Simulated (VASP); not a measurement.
## The low-index faces of Hf

Which face of Hf is cheapest, and which holds its electrons hardest?

Method: PBE; plane waves and PAW (Hf), in VASP 6.6.1.

## 1. The structure

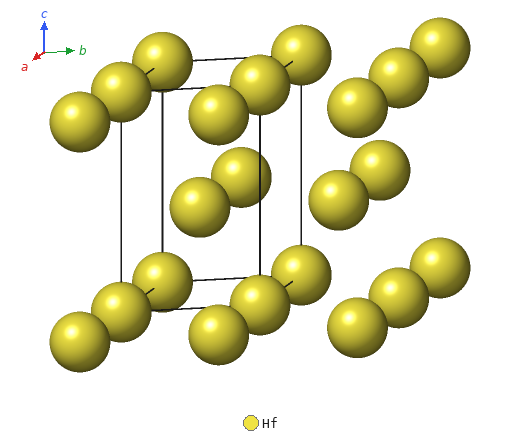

Start, viewed slightly off an axis; hafnium yellow. 2×2×1 cells are drawn. Some periodic images of atoms are drawn too.

As a file:

```xyz
2
Lattice="3.2000 0.0000 0.0000 -1.6000 2.7713 0.0000 0.0000 0.0000 5.0624" Properties=species:S:1:pos:R:3 pbc="T T T"
Hf    0.0000    0.0000    0.0000
Hf    0.0000    1.8475    2.5312
```

## 2. The bulk reference, job relaxation, k-mesh 14×14×8

The bulk crystal is relaxed first, so that the slabs are cut at this functional's lattice.

Contents of INCAR:

```
SYSTEM = Hf
PREC = Accurate
ENCUT = 420
EDIFF = 1E-06
NELM = 120
ISMEAR = 1
SIGMA = 0.15
LREAL = .FALSE.
ALGO = Normal
GGA = PE
NBANDS = 10
LASPH = .TRUE.
LORBIT = 11
LWAVE = .FALSE.
LCHARG = .FALSE.
KPAR = 4
IBRION = 2
NSW = 30
ISIF = 3
EDIFFG = -0.01
POTIM = 0.4
```

Contents of POSCAR:

```
Hf
1.0
    3.2000000000      0.0000000000      0.0000000000
   -1.6000000000      2.7712812921      0.0000000000
    0.0000000000      0.0000000000      5.0624000000
Hf
2
Direct
    0.0000000000      0.0000000000      0.0000000000
    0.3333333333      0.6666666667      0.5000000000
```

Contents of KPOINTS:

```
Automatic mesh
0
Gamma
14 14 8
0 0 0
```

PAW data sets: Hf (PBE family, release 64).

The run is started by

```bash
$ mpirun -np 4 vasp_std
```

What it wrote:

```text
[banner, memory and clock lines left out]
running    4 mpi-ranks, on    1 nodes
 distrk:  each k-point on    1 cores,    4 groups
 distr:  one band on    1 cores,    1 groups

 POSCAR found type information on POSCAR Hf
 POSCAR found :  1 types and       2 ions
 LDA part: xc-table for (Slater+PW92), standard interpolation
 POSCAR, INCAR and KPOINTS ok, starting setup
 FFT: planning ... GRIDC
 FFT: planning ... GRID_SOFT
 FFT: planning ... GRID
 WAVECAR not read
 entering main loop
       N       E                     dE             d eps       ncg     rms          rms(c)
DAV:   1    -0.366473411433E+01   -0.36647E+01   -0.26164E+03  2400   0.524E+02
DAV:   2    -0.201855697015E+02   -0.16521E+02   -0.16107E+02  3912   0.713E+01
DAV:   3    -0.206740719659E+02   -0.48850E+00   -0.48233E+00  3320   0.110E+01
DAV:   4    -0.206781906674E+02   -0.41187E-02   -0.41153E-02  3628   0.104E+00
DAV:   5    -0.206782074090E+02   -0.16742E-04   -0.16739E-04  3236   0.541E-02    0.124E+01
DAV:   6    -0.201877618031E+02    0.49045E+00   -0.22825E-01  2874   0.254E+00    0.622E+00
DAV:   7    -0.199184129880E+02    0.26935E+00   -0.40536E-01  2778   0.322E+00    0.627E-01
DAV:   8    -0.199145029301E+02    0.39101E-02   -0.50448E-03  3444   0.320E-01    0.951E-02
DAV:   9    -0.199142556893E+02    0.24724E-03   -0.53220E-04  3106   0.114E-01    0.327E-02
DAV:  10    -0.199142594046E+02   -0.37154E-05   -0.56120E-06  3708   0.115E-02    0.952E-03
DAV:  11    -0.199142597219E+02   -0.31722E-06   -0.20897E-07  1920   0.270E-03
   1 F= -.19914260E+02 E0= -.19915486E+02  d E =-.199143E+02
 curvature:   0.00 expect dE= 0.000E+00 dE for cont linesearch  0.000E+00
 trial: gam= 0.00000 g(F)=  0.493E-51 g(S)=  0.413E-02 ort = 0.000E+00 (trialstep = 0.100E+01)
 search vector abs. value=  0.413E-02
 bond charge predicted
       N       E                     dE             d eps       ncg     rms          rms(c)
DAV:   1    -0.199150759289E+02   -0.81652E-03   -0.62065E-02  2424   0.180E+00    0.423E-01
DAV:   2    -0.199148513888E+02    0.22454E-03   -0.32574E-04  3136   0.126E-01    0.232E-01
DAV:   3    -0.199147239666E+02    0.12742E-03   -0.19559E-04  2896   0.612E-02    0.466E-03
DAV:   4    -0.199147245183E+02   -0.55169E-06   -0.98225E-07  3272   0.614E-03
   2 F= -.19914725E+02 E0= -.19916051E+02  d E =-.464796E-03
[...]
3 F= -.19915439E+02 E0= -.19916729E+02  d E =-.117969E-02
[...]
4 F= -.19915439E+02 E0= -.19916728E+02  d E =-.117958E-02
 curvature:  -0.28 expect dE=-0.172E-04 dE for cont linesearch -0.626E-07
 ZBRENT: accuracy reached
 trial: gam= 0.00750 g(F)=  0.290E-52 g(S)=  0.613E-04 ort = 0.304E-04 (trialstep = 0.911E+00)
 search vector abs. value=  0.620E-04
 bond charge predicted
       N       E                     dE             d eps       ncg     rms          rms(c)
DAV:   1    -0.199154808266E+02   -0.41338E-04   -0.13351E-03  2436   0.220E-01    0.106E-02
DAV:   2    -0.199154781873E+02    0.26393E-05   -0.77641E-06  3800   0.147E-02    0.584E-03
DAV:   3    -0.199154769531E+02    0.12342E-05   -0.31269E-06  2620   0.630E-03    0.954E-04
DAV:   4    -0.199154769627E+02   -0.96064E-08   -0.84534E-08  1474   0.160E-03
   5 F= -.19915477E+02 E0= -.19916774E+02  d E =-.376618E-04
 trial-energy change:   -0.000038  1 .order   -0.000038   -0.000056   -0.000020
 step:   1.4260(harm=  1.4260)  dis= 0.00000  next Energy=   -19.915483 (dE=-0.439E-04)
 reached required accuracy - stopping structural energy minimisation
```

Run time: 18 s. Hardware: 4 MPI ranks of Intel Xeon 6975P-C (Granite Rapids), shared host; peak memory 0.7 GiB; 62 s of CPU time.

The logs omit lines about the potential files and the build; timing stands in the text.

From OUTCAR (step 2):

```text
ion  position               nearest neighbor table
   1  0.000  0.000  0.000-   2 3.13   2 3.13   2 3.13   2 3.13   2 3.13   2 3.13
   2  0.333  0.667  0.500-   1 3.13   1 3.13   1 3.13   1 3.13   1 3.13   1 3.13

  LATTYP: Found a hexagonal cell.
 ALAT       =     3.2000000000
 C/A-ratio  =     1.5820000000

 Subroutine GETGRP returns: Found 24 space group operations
 (whereof 12 operations were pure point group operations)

The static configuration has the point symmetry D_3h.
 The point group associated with its full space group is D_6h.

 Found    120 irreducible k-points:

   k-points           NKPTS =    120   k-points in BZ     NKDIM =    120   number of bands    NBANDS=     10

   dimension x,y,z NGX =    24 NGY =   24 NGZ =   36
   dimension x,y,z NGXF=    48 NGYF=   48 NGZF=   72

   ENCUT  =  420.0 eV  30.87 Ry    5.56 a.u.   5.35  5.35  8.46*2*pi/ulx,y,z

   NELECT =       8.0000    total number of electrons

 k-points in reciprocal lattice and weights: Automatic mesh
   0.00000000  0.00000000  0.00000000       0.001
   0.07142857  0.00000000  0.00000000       0.004
   0.14285714  0.00000000  0.00000000       0.004
   0.21428571  0.00000000  0.00000000       0.004
   0.28571429  0.00000000  0.00000000       0.004
   0.35714286  0.00000000  0.00000000       0.004
   0.42857143  0.00000000  0.00000000       0.004
   0.50000000  0.00000000  0.00000000       0.002
   0.07142857  0.07142857  0.00000000       0.004
[...]
0.28571429  0.28571429  0.50000000       0.004
   0.35714286  0.28571429  0.50000000       0.004

 average (electrostatic) potential at core
       1 -35.8430       2 -35.8430

 E-fermi :   5.2887

 k-point     1 :       0.0000    0.0000    0.0000
  band No.  band energies     occupation
      1      -2.1028      2.00000
      2       1.5735      2.00000
      3       5.9511     -0.00000
      4       6.4565     -0.00000
      5       6.4565     -0.00000
      6       6.7641     -0.00000
      7       7.2883     -0.00000
    ...

 k-point     2 :       0.0714    0.0000    0.0000
  band No.  band energies     occupation
      1      -1.9507      2.00000
      2       1.7252      2.00000
      3       5.7414     -0.00017
      4       6.0535     -0.00000
      5       6.6021     -0.00000
      6       7.0539     -0.00000
      7       7.1412     -0.00000
    ...

 k-point     3 :       0.1429    0.0000    0.0000
  band No.  band energies     occupation
      1      -1.5093      2.00000
      2       2.1452      2.00000
      3       5.2091      1.77319
      4       5.4544     -0.06567
      5       6.6848     -0.00000
      6       7.0333     -0.00000
      7       7.3107     -0.00000
      8       7.3973     -0.00000
    ...

  Total        0.0086412      0.0086412     -0.0162977      0.0000000      0.0000000      0.0000000
  in kB        0.3109299      0.3109299     -0.5864270      0.0000000      0.0000000      0.0000000
  external PRESSURE =       0.0118109 kB  Pullay stress =       0.0000000 kB

  energy-cutoff  :      420.00
  volume of cell :       44.53
      direct lattice vectors                 reciprocal lattice vectors
     3.193981166 -0.000000000 -0.000000000     0.313088884  0.180761952  0.000000000
    -1.596990583  2.766068829 -0.000000000     0.000000000  0.361523903 -0.000000000
    -0.000000000  0.000000000  5.039972936     0.000000000  0.000000000  0.198413764

 POSITION                                       TOTAL-FORCE (eV/Angst)
 -----------------------------------------------------------------------------------
     -0.00000      0.00000      5.03997        -0.000000      0.000000      0.000000
     -0.00000      1.84405      2.51999         0.000000     -0.000000     -0.000000
 -----------------------------------------------------------------------------------
    total drift:                               -0.000000      0.000000     -0.000000

  FREE ENERGIE OF THE ION-ELECTRON SYSTEM (eV)
  ---------------------------------------------------
  free  energy   TOTEN  =       -19.9154769627 eV

  energy  without entropy=      -19.9193687096  energy(sigma->0) =      -19.91677421

 reached required accuracy - stopping structural energy minimisation

 total charge
# of ion       s       p       d       tot
------------------------------------------
    1        0.615   0.485   1.986   3.086
    2        0.615   0.485   1.986   3.086
--------------------------------------------------
tot          1.230   0.970   3.973   6.173

[... 3 further parts left out ...]
```

CONTCAR:

```
Hf
   1.00000000000000
     3.1939811659758468   -0.0000000000000000   -0.0000000000000000
    -1.5969905829879234    2.7660688289339790   -0.0000000000000000
    -0.0000000000000000    0.0000000000000000    5.0399729359906740
  Hf
     2
Direct
     0.0000000000000000    0.0000000000000000    1.0000000000000000
     0.3333333332999970    0.6666666667000030    0.5000000000000000
```

The data set Hf keeps the semicore shell frozen, which is cheaper and a little less accurate. The run keeps the 24 symmetry operations of its start, so it cannot find a distortion of lower symmetry.

The steps of the relaxation:

| step | energy less that of the first step (eV) | largest force (eV/Å) | pressure (GPa) | volume (Å³) |
| --- | --- | --- | --- | --- |
| 1 | 0.0000 | 0.0000 | -0.93 | 44.89 |
| 2 | -0.0005 | 0.0000 | 0.81 | 44.22 |
| 3 | -0.0012 | 0.0000 | 0.04 | 44.51 |
| 4 | -0.0012 | 0.0000 | 0.02 | 44.52 |
| 5 | -0.0012 | 0.0000 | 0.00 | 44.53 |

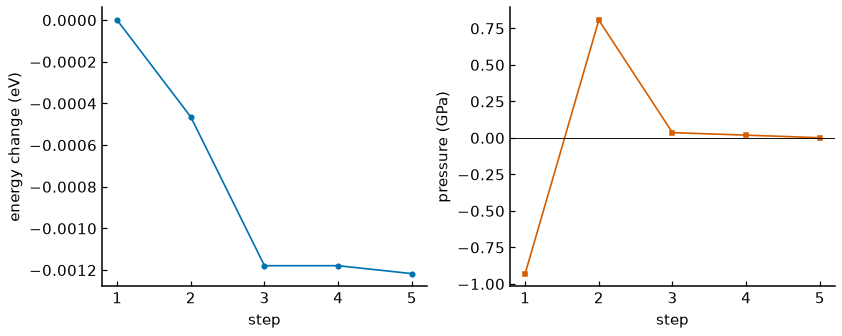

Energy and pressure along the relaxation.

| conventional cell, symmetrised | before | after | change |
| --- | --- | --- | --- |
| a (Å) | 3.200 | 3.194 | -0.2 % |
| b (Å) | 3.200 | 3.194 | -0.2 % |
| c (Å) | 5.062 | 5.040 | -0.4 % |
| volume (Å³/atom) | 22.45 | 22.26 | -0.8 % |

The relaxed structure:

```
Hf
1.0
     3.19398    0.00000    0.00000
    -1.59699    2.76607    0.00000
     0.00000    0.00000    5.03997
Hf
2
Cartesian
  0.0000 0.0000 0.0000
  0.0000 1.8440 2.5200
```

Numbers from this step:

| Quantity | Value |
| --- | --- |
| electronic cycles | 25 |
| electrons | 8 |
| free energy (TOTEN) | -19.92 eV |
| energy at zero smearing | -19.92 eV |
| Fermi energy | 5.289 eV |
| metallic | yes |

The run ended after 5 ionic steps, 0.001 eV below its first step, once forces and stress met EDIFFG = -0.01.

Energy at zero smearing: -19.91677 eV.

## 3. The bulk reference, job self-consistent run, k-mesh 17×17×9

Contents of INCAR:

```
SYSTEM = Hf
PREC = Normal
ENCUT = 320
EDIFF = 1E-06
NELM = 120
ISMEAR = 1
SIGMA = 0.15
LREAL = .FALSE.
ALGO = Fast
GGA = PE
NBANDS = 10
LASPH = .TRUE.
LORBIT = 11
LWAVE = .FALSE.
LCHARG = .FALSE.
KPAR = 4
```

Contents of POSCAR:

```
Hf
1.0
    3.1939811660      0.0000000000      0.0000000000
   -1.5969905830      2.7660688289      0.0000000000
    0.0000000000      0.0000000000      5.0399729360
Hf
2
Direct
    0.0000000000      0.0000000000      0.0000000000
    0.3333333333      0.6666666667      0.5000000000
```

Contents of KPOINTS:

```
Automatic mesh
0
Gamma
17 17 9
0 0 0
```

The run is started by

```bash
$ mpirun -np 4 vasp_std
```

What it wrote:

```text
[... set-up lines as in an earlier step ...]
 entering main loop
       N       E                     dE             d eps       ncg     rms          rms(c)
DAV:   1    -0.626935226824E+01   -0.62694E+01   -0.22385E+03  3300   0.417E+02
DAV:   2    -0.202333373216E+02   -0.13964E+02   -0.13588E+02  5240   0.629E+01
DAV:   3    -0.206694490698E+02   -0.43611E+00   -0.43274E+00  4738   0.101E+01
DAV:   4    -0.206730186650E+02   -0.35696E-02   -0.35646E-02  5060   0.932E-01
DAV:   5    -0.206730329197E+02   -0.14255E-04   -0.14252E-04  4434   0.459E-02    0.129E+01
RMM:   6    -0.201847650919E+02    0.48827E+00   -0.18091E-01  3322   0.244E+00    0.665E+00
RMM:   7    -0.199115096225E+02    0.27326E+00   -0.46863E-01  3753   0.363E+00    0.759E-01
RMM:   8    -0.199140152665E+02   -0.25056E-02   -0.42737E-02  3777   0.106E+00    0.295E-01
RMM:   9    -0.199147063091E+02   -0.69104E-03   -0.14983E-02  3956   0.612E-01    0.132E-01
RMM:  10    -0.199151985231E+02   -0.49221E-03   -0.24414E-03  3818   0.241E-01    0.237E-01
RMM:  11    -0.199150984445E+02    0.10008E-03   -0.13983E-03  4160   0.165E-01    0.446E-02
RMM:  12    -0.199151212515E+02   -0.22807E-04   -0.23897E-04  4495   0.608E-02    0.285E-02
RMM:  13    -0.199151255842E+02   -0.43327E-05   -0.50717E-05  4343   0.285E-02    0.351E-02
RMM:  14    -0.199151258066E+02   -0.22238E-06   -0.14146E-05  3947   0.165E-02    0.951E-03
RMM:  15    -0.199151257087E+02    0.97851E-07   -0.20692E-06  2893   0.611E-03
   1 F= -.19915126E+02 E0= -.19915881E+02  d E =0.226521E-02
```

Run time: 6.2 s. Hardware: 4 MPI ranks; peak memory 0.52 GiB; 20 s of CPU time.

From OUTCAR (step 3):

```text
  LATTYP: Found a hexagonal cell.
 ALAT       =     3.1939811660
 C/A-ratio  =     1.5779595038

 Found    165 irreducible k-points:

   k-points           NKPTS =    165   k-points in BZ     NKDIM =    165   number of bands    NBANDS=     10

   dimension x,y,z NGX =    14 NGY =   14 NGZ =   24
   dimension x,y,z NGXF=    28 NGYF=   28 NGZF=   48

   ENCUT  =  320.0 eV  23.52 Ry    4.85 a.u.   4.66  4.66  7.35*2*pi/ulx,y,z

   NELECT =       8.0000    total number of electrons

 E-fermi :   5.2969

 k-point     1 :       0.0000    0.0000    0.0000
  band No.  band energies     occupation
      1      -2.1023      2.00000
      2       1.5742      2.00000
      3       5.9524     -0.00000
      4       6.4568     -0.00000
      5       6.4568     -0.00000
      6       6.7652     -0.00000
      7       7.2885     -0.00000
    ...

 k-point     2 :       0.0588   -0.0000    0.0000
  band No.  band energies     occupation
      1      -1.9989      2.00000
      2       1.6776      2.00000
      3       5.8083     -0.00002
      4       6.1510     -0.00000
      5       6.5556     -0.00000
      6       7.0035     -0.00000
      7       7.1746     -0.00000
    ...

  Total       -0.0273891     -0.0273891     -0.0005654      0.0000000      0.0000000     -0.0000000
  in kB       -0.9855189     -0.9855189     -0.0203433      0.0000000      0.0000000     -0.0000000
  external PRESSURE =      -0.6637937 kB  Pullay stress =       0.0000000 kB

  energy-cutoff  :      320.00
  volume of cell :       44.53
      direct lattice vectors                 reciprocal lattice vectors
     3.193981166  0.000000000  0.000000000     0.313088884  0.180761952  0.000000000
    -1.596990583  2.766068829  0.000000000     0.000000000  0.361523903  0.000000000
     0.000000000  0.000000000  5.039972936     0.000000000  0.000000000  0.198413764

 POSITION                                       TOTAL-FORCE (eV/Angst)
 -----------------------------------------------------------------------------------
      0.00000      0.00000      0.00000         0.000000     -0.000000      0.000000
     -0.00000      1.84405      2.51999        -0.000000      0.000000      0.000000
 -----------------------------------------------------------------------------------
    total drift:                               -0.000000      0.000000     -0.000000

  FREE ENERGIE OF THE ION-ELECTRON SYSTEM (eV)
  ---------------------------------------------------
  free  energy   TOTEN  =       -19.9151257087 eV

  energy  without entropy=      -19.9173909176  energy(sigma->0) =      -19.91588078

 total charge
# of ion       s       p       d       tot
------------------------------------------
    1        0.615   0.486   1.996   3.096
    2        0.615   0.486   1.996   3.096
--------------------------------------------------
tot          1.230   0.972   3.991   6.193

[... 2 parts as in an earlier step ...]

[... 7 further parts left out ...]
```

This step gave:

```yaml
electronic_cycles: 15
fermi_energy: 5.297 eV
```

Energy at zero smearing: -19.91588 eV.

The run ends at a pressure of -0.07 GPa.

[end of part 1 of 5]

[Lines on the potential files, build, host, timing and source positions are cut from VASP's logs without a mark.]

[Logs are printed without paths, hosts, clocks, repeated set-up lines and the standing remarks that a program may print on its own settings, such as how far it seeks lower states.]

[Hosts, paths, dates, database ids (printed as entryN), source tags and the programs' standing remarks are cut or masked in the printed files.]

[Runs that stopped without an error message from VASP are left out.]
